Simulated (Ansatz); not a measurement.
The starting structures come from a database of crystals and need not be the phases stable at ambient conditions.

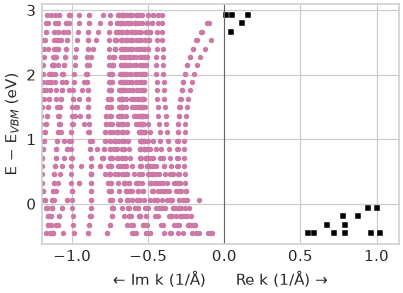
Fig. 1. Complex bands at the centre of the two-dimensional zone; r2SCAN (Ansatz, a first-principles code)

No gap correction and no spin-orbit coupling; mid-gap values are interpolated between computed energies.

Task: This is CsCa2Ta3O10 (P4/mmm, not sure to be the ambient phase, 16 atoms a cell, 15.1 Å³ an atom, -5 GPa at this level) along the normal of (110). Read off the slowest decay at the centre of the two-dimensional zone at 1.36 eV, the computed energy nearest the middle of the gap.

Result: κ ≈ 0.25 1/Å, a decay length 1/(2κ) of the density of 2.0 Å.
